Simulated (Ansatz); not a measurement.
# Starting-point dependence of the GW gap of GaN (P6_3mc)

Aim: G0W0 for GaN (P6_3mc) on several starting functionals, at one mesh, band count and screening cutoff.

Calculated with Ansatz 0.2.0; G0W0 on several functionals, plane waves, PAW.

The database entry behind the starting cell has ideal inner coordinates that were not refined, so it need not match the best structure at ambient conditions.

In doubt: masses and optical values from hybrid runs of this build are listed as unsure (step 4), which bears on the screening that GW takes from such a start.

### Step 1. The structure

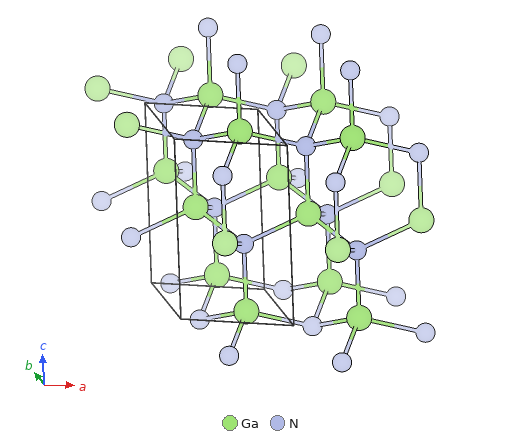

Start, viewed slightly off an axis; gallium green, nitrogen light blue. 2×2×1 cells are drawn. Some periodic images of atoms are drawn too.

Structure file:

```cif
data_structure
_symmetry_space_group_name_H-M 'P 1'
_symmetry_Int_Tables_number 1
_cell_length_a 3.1900
_cell_length_b 3.1900
_cell_length_c 5.1890
_cell_angle_alpha 90.000
_cell_angle_beta 90.000
_cell_angle_gamma 120.000
_cell_volume 45.73
loop_
_atom_site_label
_atom_site_type_symbol
_atom_site_fract_x
_atom_site_fract_y
_atom_site_fract_z
_atom_site_occupancy
Ga1 Ga 0.66667 0.33333 0.00000 1
Ga2 Ga 0.33333 0.66667 0.50000 1
N3 N 0.66667 0.33333 0.37500 1
N4 N 0.33333 0.66667 0.87500 1
```

The cell and positions come from the Crystallography Open Database and are kept as given unless a step says otherwise. The default PAW set here is soft_2. Its files were made with PBE.

### Step 2. G0W0 on PBE

Now the one-shot GW correction: screening in the RPA, then the self-energy of the levels asked for.

This step: G0W0 on PBE, plane waves, PAW.

The input, input.yaml:

```yaml
crystal:
  lattice:
    - [3.19, 0.0, 0.0]
    - [-1.595, 2.7626210381, 0.0]
    - [0.0, 0.0, 5.189]
  atoms:
    - { symbol: Ga, position: [0.6666666667, 0.3333333333, 0.0] }
    - { symbol: Ga, position: [0.3333333333, 0.6666666667, 0.5] }
    - { symbol: "N", position: [0.6666666667, 0.3333333333, 0.375] }
    - { symbol: "N", position: [0.3333333333, 0.6666666667, 0.875] }
kpoints:
  mp_grid: { grid: [6, 6, 4] }
hamiltonian:
  xc: pbe
scf:
  occupations: { method: fixed }
gw:
  n_empty_bands: 136
  ecut_chi: 120
  qp_bands: [v2, c2]
  qp_kpoints: band_edges
  screening: { model: contour_deformation }
```

The run is started by

```console
$ ansatz run input.yaml --threads 3 --pin off --max-ram 92160MiB --backend cuda --events-out ev --progress --plain --runs-dir out --devices 1 --max-vram 13GiB  # rebuilt from the run's record
```

Numbers of over 12 decimals in the logs are rounded to 6 here.

What it wrote:

```text
GPUs: using 1 of 1 available (devices: 1).
Engine: ansatz 0.2.0, x86_64-unknown-linux-gnu
Pseudopotentials: kind: paw
Pseudopotential: Ga, paw, valence charge 13, recommended cutoff 420 eV (normal), Ga.paw.azcp
Pseudopotential: N, paw, valence charge 5, recommended cutoff 420 eV (normal), N.paw.azcp
Functional definition: PBE
  parameter kappa = 0.804
  parameter beta = 0.066725
  exchange = pbe_x(kappa = kappa, mu = beta*pi^2/3)
  correlation = pbe_c(beta = beta)
device memory: the entry about to start is reckoned to put 0.6 GiB on a device that reports 50.7 GiB free (of which the cap on the GPU budget leaves the run 13.0 GiB)
GPU FFT provider: cuFFT
GPU libraries: cuBLAS 13.8.2, cuFFT 12.4.0, cuSOLVER 12.3.4
Crystal: 4 atoms, lattice volume = 45.729 Å³
Basis set: ecut = 420 eV, 917 PW (Γ)
Bands: 22, of which v1, the nominal top of the filled ones, is band 18 counted from 1 (17 counted from 0)
Symmetry: 12 space group operations
Space group: P63mc (ITA 186), of the structure as read, at distance tolerance 3.6e-5 Å
k-points: 21 of 144 (time reversal used)
Non-local potential: Ga, projectors of the file, l = 0: 2, l = 1: 2, l = 2: 3, l = 3: 1
Non-local potential: N, projectors of the file, l = 0: 2, l = 1: 2, l = 2: 1
PAW form: soft (Blöchl's): semilocal exchange-correlation on the pseudo side does not see the compensation charge
PAW one-centre angular grid: Ga, 590 points (default); XC on 64 Gauss nodes
PAW one-centre angular grid: N, 110 points (default); XC on 64 Gauss nodes
Initial density: superposition of atomic densities (neutral atoms: chi_scale 0, normalization atom), corrected by the library's trained network
Initial wavefunctions: pseudopotential atomic-orbital guess
GPU buffer pool allocated for 20736 grid points (all kernels)
GPU transforms: local potential and band sums: pruned to the plane-wave sphere, on 24×24×36
Functional: x = pbe(κ = 0.804, μ = 0.219515), c = pbe(β = 0.066725)
SCF iter   1: F=—  HF=-8335.810736 eV  |F-HF|=—  |Δ(HF+E_count)|=         —  Δρ=7.81e-4  dr2=1.40e-4  ethr=1.77e-3  ⟨swp⟩=3.3  Hψ=1750  notcnv=0  defer=13
preconditioner: auto → Resta (q_TF=auto, 2.622 Å⁻¹)  ε∞=5.0  [insulator: Δε(μ)=1.883 eV  Ē_g=16.570 eV  n_scr=22 (ndim 8)  ℏωp=32.9 eV  f_vac=0.009  ε∞_Penn≈5.0]
SCF iter   2: F=—  HF=-8335.811261 eV  |F-HF|=—  |Δ(HF+E_count)|=   5.25e-4  Δρ=3.95e-4  dr2=2.53e-5  ethr=3.88e-7  ⟨swp⟩=2.2  Hψ=1053  notcnv=0  defer=40
SCF iter   3: F=—  HF=-8335.811366 eV  |F-HF|=—  |Δ(HF+E_count)|=   1.05e-4  Δρ=2.10e-4  dr2=8.50e-6  ethr=7.02e-8  ⟨swp⟩=2.0  Hψ=782  notcnv=0  defer=8
SCF iter   4: F=—  HF=-8335.811407 eV  |F-HF|=—  |Δ(HF+E_count)|=   4.06e-5  Δρ=4.85e-5  dr2=8.19e-7  ethr=2.36e-8  ⟨swp⟩=2.0  Hψ=834  notcnv=0  defer=40
iter 5 did not close the SCF: its close was put off for the readings that it lacked (scf_convergence_deferred on its scf_iter line)
SCF iter   5: F=-8335.811409 eV  HF=-8335.811409 eV  |F-HF|=1.92e-7  |Δ(HF+E_count)|=   1.90e-6  Δρ=1.68e-5  dr2=9.42e-8  ethr=2.27e-9  ⟨swp⟩=2.0  Hψ=833  notcnv=0  defer=41
SCF iter   6: F=-8335.811409 eV  HF=-8335.811409 eV  |F-HF|=4.83e-9  |Δ(HF+E_count)|=   2.13e-7  Δρ=4.27e-6  dr2=6.44e-9  ethr=2.62e-10  ⟨swp⟩=3.0  Hψ=1789  notcnv=0
SCF 1 converged in 6 iterations: F = -8335.811409 eV  dr2 = 6.44e-9
  greatest PAW one-centre occupation: 0.995 electrons in one spin orbital (limit 2), on the Ga atom at site 0 (counted from 0), in its partial waves of l = 2
device memory: the entry about to start is reckoned to put 0.7 GiB on a device that reports 49.2 GiB free (of which the cap on the GPU budget leaves the run 13.0 GiB)
NSCF: frozen V_eff on 21 k-points, pencils in batches of 32, up to order 88
the band table was solved once the SCF had ended and its energy, with any forces and stress, was formed, with the checks that follow a solve (1889 applications of the Hamiltonian). They found nothing against the state; the energy, forces and stress were not computed again (output.eigenvalues in the input reference)
device memory: the entry about to start is reckoned to put 2.8 GiB on a device that reports 46.5 GiB free (of which the cap on the GPU budget leaves the run 13.0 GiB)
NSCF: frozen V_eff on 21 k-points
G₀W₀ screening: q 1/21
[... further progress lines ...]
SCF converged after 6 iterations
Free energy (F): -8335.811409 eV
Harris-Foulkes:  -8335.811409 eV  (|F-HF|=4.83e-9)
Internal energy: -8335.811409 eV  (E = F + TS)
E sigma→0 (E₀):  -8335.811409 eV
Fermi energy:    9.692075 eV
--- Per-component energies (eV) ---
  E_band       = -10.535397
  E_kinetic    = 494.519150
  E_local      = -3905.775046  (includes V_loc(G=0)·N_el)
  E_nonlocal   = 948.840992
  E_hartree    = 1797.598317
  E_xc         = -257.641510
  E_vxc        = -268.344821  (∫ρ·V_xc dr)
  E_paw        = -4240.844893  (= ΣΔE_a)
  E_vpaw       = -874.973783  (= ΣTr[D̂ρ^β])
  E_aug_tail   = 0.000128  (compensation charges beyond the density's cutoff)
  E_ewald      = -3172.508547
  E_smearing   = -0.000000  (= −TS)
  E_closure    = 0.000000  (closes the sum)
  Σ components = -8335.811409   (vs F -8335.811409, Δ=0.00e0)
--- Band table (eV; the first three rows and the last of 21) ---
  k-point 0: bands = [... 14 lower, 8.6474, 9.6278, 9.6921, 9.6921, 11.5806, 13.9342, 18.8719, 19.5675]
  k-point 1: bands = [... 14 lower, 8.7941, 8.7941, 9.5324, 9.5324, 12.7783, 14.0378, 18.4856, 19.2483]
  k-point 2: bands = [... 14 lower, 9.1568, 9.1568, 9.1568, 9.1568, 13.9164, 13.9164, 18.1708, 18.1708]
  k-point 20: bands = [... 14 lower, 5.5188, 5.5188, 8.1992, 8.1992, 16.1062, 16.1062, 16.9875, 16.9875]
--- G₀W₀: contour deformation, 6 samples at zero and on the imaginary axis and 2 off it, 144 q-points, 136 empty bands' worth ---
  eigenvalues of the whole cell's RPA ε∞ on this k-mesh (on a slab, of 1 + 4πα/V) = 5.9960, 6.0400, 6.0400; static W/v taken at q = 0 is 0.165901
  bands read: the sum over 154 bands ends inside a degenerate multiplet in 2 slots, whose members it reads at an even weight; the widest, k=2: bands 153 to 156 (counted from 1) at 2/4 each
  gw.qp_kpoints: band_edges: 15 of 21 stored k-points solved, in 1 pass; an edge of the gap read off the rows below is read off those points alone
    valence top: of the k-points left out ik 12 came nearest to being solved in a further pass, in band 18 (counted from 1, as in the quasiparticle table): it holds the edge there only if its correction is more favourable than any solved in that band by at least 0.924 eV; those differ by 0.310 eV
    conduction bottom: of the k-points left out ik 12 came nearest to being solved in a further pass, in band 19 (counted from 1, as in the quasiparticle table): it holds the edge there only if its correction is more favourable than any solved in that band by at least 2.651 eV; those differ by 0.569 eV
    ik  band        ε_KS         Σx   Σc(E_QP)       V_xc       Z   E_QP_lin       E_QP  E_QP is
     0    17      9.6921   -23.8523     3.1134   -20.2232  0.7707     9.1726     9.1763  root
     0    18      9.6921   -23.8523     3.1134   -20.2232  0.7707     9.1726     9.1763  root
     0    19     11.5806   -11.5318    -3.6269   -15.7615  0.8051    12.1874    12.1834  root
     0    20     13.9342   -10.1728    -4.3969   -15.2781  0.8107    14.6493    14.6425  root
     1    17      9.5324   -23.7165     3.1573   -20.0228  0.7703     8.9920     8.9960  root
     1    18      9.5324   -23.7165     3.1573   -20.0228  0.7703     8.9920     8.9960  root
     1    19     12.7783   -12.2011    -3.6187   -16.4856  0.7958    13.4496    13.4442  root
     1    20     14.0378   -10.1538    -4.4200   -15.2986  0.8075    14.7698    14.7625  root
     2    17      9.1568   -23.3769     3.2438   -19.5525  0.7693     8.5713     8.5763  root
     2    18      9.1568   -23.3769     3.2438   -19.5525  0.7693     8.5713     8.5763  root
     2    19     13.9164   -10.8533    -4.2723   -15.8803  0.7972    14.6792    14.6710  root
     2    20     13.9164   -10.8533    -4.2723   -15.8803  0.7972    14.6792    14.6710  root
     3    17      9.3416   -23.3861     3.1309   -19.7063  0.7704     8.7885     8.7928  root
     3    18      9.4554   -23.6096     3.1696   -19.8972  0.7700     8.9084     8.9126  root
     3    19     13.1071   -12.0107    -3.7297   -16.4345  0.7947    13.8072    13.8012  root
     3    20     15.2102   -10.4432    -4.6239   -15.8901  0.7997    16.0436    16.0331  root
     4    17      8.9767   -23.1163     3.2251   -19.2909  0.7693     8.3709     8.3764  root
     4    18      9.2447   -23.4126     3.2144   -19.6279  0.7696     8.6697     8.6744  root
     4    19     13.6835   -11.5171    -3.9810   -16.2238  0.7930    14.4163    14.4092  root
     4    20     15.2762   -10.4244    -4.6743   -15.9381  0.7955    16.1269    16.1156  root
     5    17      8.7641   -22.9721     3.3111   -19.0357  0.7681     8.1328     8.1389  root
     5    18      8.7641   -22.9721     3.3111   -19.0357  0.7681     8.1328     8.1389  root
     5    19     14.8185   -10.7499    -4.4858   -16.0394  0.7887    15.6325    15.6221  root
     5    20     14.8185   -10.7499    -4.4858   -16.0394  0.7887    15.6325    15.6221  root
[...]
18    17      6.6890   -21.3885     3.7040   -16.8725  0.7555     5.8629     5.8770  root
    18    18      7.0043   -21.7032     3.6866   -17.1906  0.7585     6.1641     6.1783  root
    18    19     14.8204    -7.4354    -4.1629   -11.8328  0.8206    15.0555    15.0548  root
    18    20     17.4703   -11.2738    -5.4606   -17.8980  0.7668    18.6669    18.6340  root
    20    17      8.1992   -22.2730     3.3886   -18.2362  0.7653     7.5442     7.5510  root
    20    18      8.1992   -22.2730     3.3886   -18.2362  0.7653     7.5442     7.5510  root
    20    19     16.1062    -9.5272    -4.7433   -14.9663  0.8053    16.8099    16.8021  root
    20    20     16.1062    -9.5272    -4.7433   -14.9663  0.8053    16.8099    16.8021  root
```

Elapsed: 19 s, on 1 × NVIDIA H100 80GB HBM3 (shared by 6 runs) with 3 threads of AMD EPYC 7R13 (Zen 3), shared host; peak memory 1.2 GiB; 27 s of CPU time.

The column dr2 measures how far the density is from self-consistency, as an energy; F and HF (Harris–Foulkes) agree once it is small.

This step gave:

| Property | Result |
| --- | --- |
| bands summed | 154 |
| RPA ε∞ on this mesh (eigenvalues) | 5.996, 6.040, 6.040 |
| plane waves in the screening matrix | 135 |
| q-points in the mesh | 144 |
| G0W0 gap on the mesh | 3.007 eV |
| k of the valence top | 0, 0, 0 |
| k of the conduction bottom | 0, 0, 0 |
| starting gap on the mesh | 1.889 eV |
| Z at the valence top | 0.7707 |
| Z at the conduction bottom | 0.8051 |
| least direct G0W0 gap on the computed points | 3.007 eV |

The gap on the mesh goes from 1.89 eV to 3.01 eV, a correction of +1.12 eV. Between the two edge states, bare exchange in place of the xc potential would open the gap by 7.86 eV, and correlation takes back 6.74 eV.

### Step 3. G0W0 on r2SCAN

The same correction from a different start measures what one shot leaves open.

This step: G0W0 on r2SCAN, plane waves, PAW.

input.yaml, as its differences from that of step 2:

```diff
@@ -13,3 +13,3 @@
 hamiltonian:
-  xc: pbe
+  xc: r2scan
 scf:
```

What it wrote:

```text
GPUs: using 1 of 1 available (devices: 1).
[...]
GPU FFT provider: cuFFT
GPU libraries: cuBLAS 13.8.2, cuFFT 12.4.0, cuSOLVER 12.3.4
Crystal: 4 atoms, lattice volume = 45.729 Å³
Basis set: ecut = 500 eV, 1141 PW (Γ), exchange–correlation on 96×96×160 points (64 copies of the dense FFT grid, shifted against one another)
Bands: 22, of which v1, the nominal top of the filled ones, is band 18 counted from 1 (17 counted from 0)
[... 1 set-up line as in the run before ...]
[...]
k-points: 21 of 144 (time reversal used)
[...]
GPU buffer pool allocated for 23040 grid points (all kernels)
[...]
SCF iter   1: F=—  HF=-8352.706452 eV  |F-HF|=—  |Δ(HF+E_count)|=         —  Δρ=1.25e-2  dr2=2.69e-2  dr2_τ=1.89e-1  ethr=1.77e-3  ⟨swp⟩=4.4  Hψ=1725  notcnv=0  defer=27
[...]
SCF iter   8: F=-8352.768524 eV  HF=-8352.768524 eV  |F-HF|=1.43e-8  |Δ(HF+E_count)|=   2.18e-8  Δρ=7.39e-6  dr2=2.49e-8  dr2_τ=4.12e-10  ethr=2.78e-10  ⟨swp⟩=2.0  Hψ=924  notcnv=0
SCF 1 converged in 8 iterations: F = -8352.768524 eV  dr2 = 2.49e-8
[...]
NSCF: frozen V_eff on 21 k-points, pencils in batches of 32, up to order 88
[...]
NSCF: frozen V_eff on 21 k-points
G₀W₀ screening: q 1/21
[... further progress lines ...]
SCF converged after 8 iterations
Free energy (F): -8352.768524 eV
[...]
Internal energy: -8352.768524 eV  (E = F + TS)
E sigma→0 (E₀):  -8352.768524 eV
Fermi energy:    9.415397 eV
[...]
--- Band table (eV; the first three rows and the last of 21) ---
  k-point 0: bands = [... 14 lower, 8.3410, 9.3535, 9.4154, 9.4154, 11.7191, 14.2096, 19.3457, 19.9640]
  k-point 1: bands = [... 14 lower, 8.4916, 8.4916, 9.2514, 9.2514, 12.9268, 14.3089, 18.9325, 19.6855]
  k-point 2: bands = [... 14 lower, 8.8648, 8.8648, 8.8648, 8.8648, 14.1464, 14.1464, 18.5926, 18.5926]
  k-point 20: bands = [... 14 lower, 5.1527, 5.1527, 7.8780, 7.8780, 16.4217, 16.4217, 17.2531, 17.2531]
[...]
0    17      9.4154   -23.9203     3.0465   -20.5462  0.7848     9.0867     9.0878  root
     0    18      9.4154   -23.9203     3.0465   -20.5462  0.7848     9.0867     9.0878  root
     0    19     11.7191   -11.1600    -3.6403   -15.4133  0.8185    12.3351    12.3321  root
     0    20     14.2096    -9.9339    -4.3218   -14.8873  0.8230    14.8451    14.8412  root
     1    17      9.2514   -23.7832     3.0848   -20.3520  0.7844     8.9038     8.9050  root
     1    18      9.2514   -23.7832     3.0848   -20.3520  0.7844     8.9038     8.9050  root
     1    19     12.9268   -11.8110    -3.6293   -16.1143  0.8100    13.6049    13.6008  root
     1    20     14.3089    -9.9225    -4.3415   -14.9149  0.8200    14.9640    14.9598  root
[...]
20    17      7.8780   -22.3182     3.2848   -18.5923  0.7793     7.4345     7.4368  root
    20    18      7.8780   -22.3182     3.2848   -18.5923  0.7793     7.4345     7.4368  root
    20    19     16.4217    -9.3073    -4.6160   -14.5087  0.8181    17.0111    17.0071  root
    20    20     16.4217    -9.3073    -4.6160   -14.5087  0.8181    17.0111    17.0071  root
```

Elapsed: 31 s, on 1 × NVIDIA H100 80GB HBM3 (shared by 6 runs) with 3 threads; peak memory 1.3 GiB; 53 s of CPU time.

Numbers from this step:

* bands summed: 154
* RPA ε∞ on this mesh (eigenvalues): 5.288, 5.299, 5.299
* plane waves in the screening matrix: 135
* q-points in the mesh: 144
* G0W0 gap on the mesh: 3.244 eV
* k of the valence top: 0, 0, 0
* k of the conduction bottom: 0, 0, 0
* starting gap on the mesh: 2.304 eV
* Z at the valence top: 0.7848
* Z at the conduction bottom: 0.8185
* least direct G0W0 gap on the computed points: 3.244 eV

Against the run with 6×6×4 mesh, 136 empty bands, screening to 120 eV on PBE, the gap moves by +0.24 eV, while the start moved by +0.42 eV.

### Step 4. G0W0 on HSE06

This step: G0W0 on HSE06, plane waves, PAW.

input.yaml, as its differences from that of step 3:

```diff
@@ -13,3 +13,3 @@
 hamiltonian:
-  xc: r2scan
+  xc: hse06
 scf:
```

What it wrote:

```text
GPUs: using 1 of 1 available (devices: 1).
[...]
davidson cushion auto → on  (no smearing: the cushion is to keep the highest requested band from converging to the state above it; pin scf.eigensolver.cushion to override)
[...]
GPU FFT provider: cuFFT
GPU libraries: cuBLAS 13.8.2, cuFFT 12.4.0, cuSOLVER 12.3.4
Crystal: 4 atoms, lattice volume = 45.729 Å³
Basis set: ecut = 420 eV, 917 PW (Γ)
[...]
1    19     13.2115   -11.3713    -3.6317   -15.4997  0.8266    13.7098    13.7083  root
     1    20     14.6414    -9.6682    -4.2177   -14.3392  0.8358    15.0960    15.0946  root
[...]
20    17      7.2651   -22.1515     3.0680   -18.9992  0.7977     7.1807     7.1808  root
    20    18      7.2651   -22.1515     3.0680   -18.9992  0.7977     7.1807     7.1808  root
    20    19     16.7410    -8.9461    -4.4558   -13.7977  0.8351    17.1381    17.1368  root
    20    20     16.7410    -8.9461    -4.4558   -13.7977  0.8351    17.1381    17.1368  root
[key lines of the parts left out:]
Free energy (F): -8336.817258 eV
Fermi energy:    8.861938 eV
```

Elapsed: 35 s, on 1 × NVIDIA H100 80GB HBM3 (shared by 6 runs) with 3 threads; peak memory 1.6 GiB; 41 s of CPU time.

This step gave:

| Property | Result |
| --- | --- |
| bands summed | 154 |
| RPA ε∞ on this mesh (eigenvalues) | 4.548, 4.548, 4.565 |
| plane waves in the screening matrix | 135 |
| G0W0 gap on the mesh | 3.601 eV |
| k of the valence top | 0, 0, 0 |
| k of the conduction bottom | 0, 0, 0 |
| starting gap on the mesh | 3.148 eV |
| least direct G0W0 gap on the computed points | 3.601 eV |

Against the run with 6×6×4 mesh, 136 empty bands, screening to 120 eV on r2SCAN, the gap moves by +0.36 eV, while the start moved by +0.84 eV.

### Step 5. Side by side

All on the 6×6×4 mesh with 136 empty bands and screening to 120 eV. Times are wall times on 1 × NVIDIA H100 80GB HBM3 (shared by 6 runs) with 3 threads of AMD EPYC 7R13 (Zen 3), shared host, good to a factor of about two.

| start | starting gap (eV) | shift (eV) | G0W0 gap (eV) | RPA ε∞ (harmonic mean) | Z (valence, conduction) | time |
| --- | --- | --- | --- | --- | --- | --- |
| PBE | 1.89 | +1.12 | 3.01 | 6.03 | 0.77, 0.81 | 19 s |
| r2SCAN | 2.30 | +0.94 | 3.24 | 5.30 | 0.78, 0.82 | 31 s |
| HSE06 | 3.15 | +0.45 | 3.60 | 4.55 | 0.80, 0.83 | 35 s |

The parts of the quasiparticle energy at the two band edges (eV; QP = start + Σx + Σc − Vxc):

| run | edge | start | Σx | Σc | Vxc | Z | QP |
| --- | --- | --- | --- | --- | --- | --- | --- |
| PBE | valence top | 9.69 | -23.85 | 3.11 | -20.22 | 0.77 | 9.18 |
| PBE | conduction bottom | 11.58 | -11.53 | -3.63 | -15.76 | 0.81 | 12.18 |
| r2SCAN | valence top | 9.42 | -23.92 | 3.05 | -20.55 | 0.78 | 9.09 |
| r2SCAN | conduction bottom | 11.72 | -11.16 | -3.64 | -15.41 | 0.82 | 12.33 |
| HSE06 | valence top | 8.86 | -23.60 | 2.86 | -20.73 | 0.80 | 8.85 |
| HSE06 | conduction bottom | 12.01 | -10.89 | -3.61 | -14.94 | 0.83 | 12.45 |

For a hybrid start, Vxc holds its share of exact exchange.

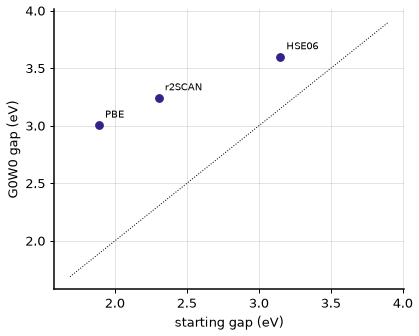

G0W0 gap against starting gap; on the dotted line the correction would vanish.

### Step 6. Results

```json
{"G0W0@PBE": "3.01 eV (start 1.89 eV)", "G0W0@r2SCAN": "3.24 eV (start 2.30 eV)", "G0W0@HSE06": "3.60 eV (start 3.15 eV)", "known limits": "not at the basis limit; no spin-orbit coupling"}
```

**Reading.** The starting gaps span 1.26 eV and the G0W0 gaps 0.59 eV. Between PBE and HSE06, 0.59 eV of the 1.26 eV survives, 47 %. HSE06 screens less than PBE (ε∞ 4.55 against 6.03). Of the 0.59 eV by which its G0W0 gap is higher, the correlation part gives +0.27 eV, and exchange with the one-particle terms, which follow the orbitals, +0.32 eV. The smallest correction, +0.45 eV, is on HSE06, the start nearest to reproducing itself. Bands and cutoff are finite, so the gap is not at the basis limit. The miss can reach some tenths of an eV and take either sign; the mesh is an error of its own. The many-body steps are scalar-relativistic: spin-orbit coupling is not in them.

[Paths, hosts, dates, memory and timing lines, banners, echoed tables and standing remarks are left out of the program output.]

[Logs are printed without paths, hosts, clocks, repeated set-up lines and the standing remarks that a program may print on its own settings, such as how far it seeks lower states.]

[Runs of the session that timed out or met a known fault of the program may be left out.]

[Cells called generated may have been cut or substituted from an entry of the Crystallography Open Database or the Materials Project.]

[Hosts, paths, dates, database ids (printed as entryN), source tags and the programs' standing remarks are cut or masked in the printed files.]
